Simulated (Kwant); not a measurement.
Model system: wire with a side stub in a Ge (holes) two-dimensional gas. Effective mass 0.06 mₑ, grid spacing 1.7 nm, hard walls, nominal width 40 nm (23 grid rows, so walls 40.8 nm apart), one parabolic valley, scattering region 120 nm long along x; energies count from the band bottom; Fermi energy swept from 0.0031336 to 0.037211 eV. Closed stub on one side, 44 nm wide and 20 nm deep.

The device is made up for the run: typed textbook-type constants, with dimensions and the other settings drawn at random.

Model: effective-mass tight-binding model on a square grid, one spin, coherent transport at 0 K (Kwant). Conductance is in e²/h.

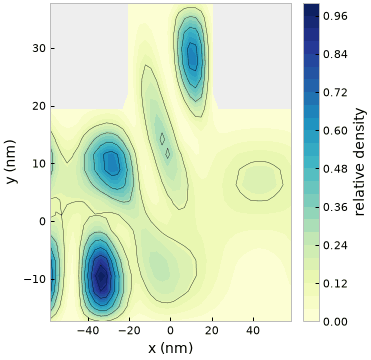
Figure. Density of the scattering states that come in from the left lead, at energy = 0.020316 eV, in bins, relative to the largest site value

The conductance there is 1.00 e²/h with 2 open channel(s) in the leads.
